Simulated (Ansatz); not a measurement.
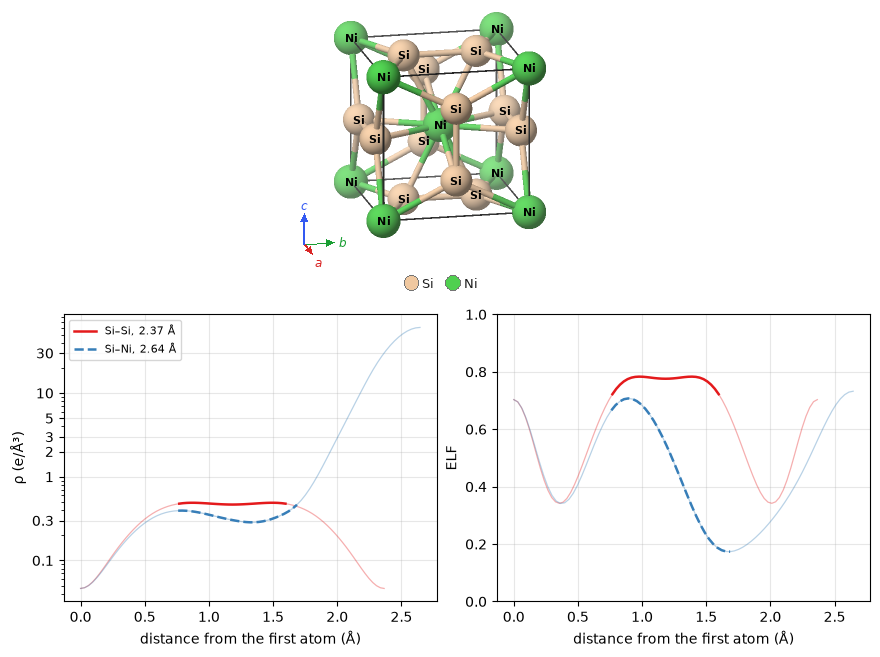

Si3Ni. Valence charge density (pseudo) and electron localisation function along straight lines between neighbouring atoms. Thin, pale parts lie inside the atomic spheres. The structure is drawn too.

Space group Pm-3n; a structure generated by program, which may or may not match a known phase; computed without spin polarisation.

The calculation used DFT PBE, scalar-relativistic, plane waves, PAW (Ansatz).

In a PAW calculation such maps are meaningful between the atoms, not at the nuclei.

```
CELL_PARAMETERS angstrom
4.73119 0.00000 0.00000
0.00000 4.73119 0.00000
0.00000 0.00000 4.73119
ATOMIC_POSITIONS crystal
Si 0.25000 0.00000 0.50000
Si 0.50000 0.75000 0.00000
Si 0.75000 0.00000 0.50000
Si 0.50000 0.25000 0.00000
Si 0.00000 0.50000 0.75000
Si 0.00000 0.50000 0.25000
Ni 0.00000 0.00000 0.00000
Ni 0.50000 0.50000 0.50000
```

### What can be read from the curves?

Si–Si (2.37 Å): the density is about 0.47 e/Å³ at the midpoint; the ELF peaks at about 0.80 between the atoms.
Si–Ni (2.64 Å): the density is about 0.29 e/Å³ at the midpoint; the ELF peaks at about 0.70 in the valence shell of Si, 0.9 Å from its nucleus, and is about 0.40 at the midpoint.
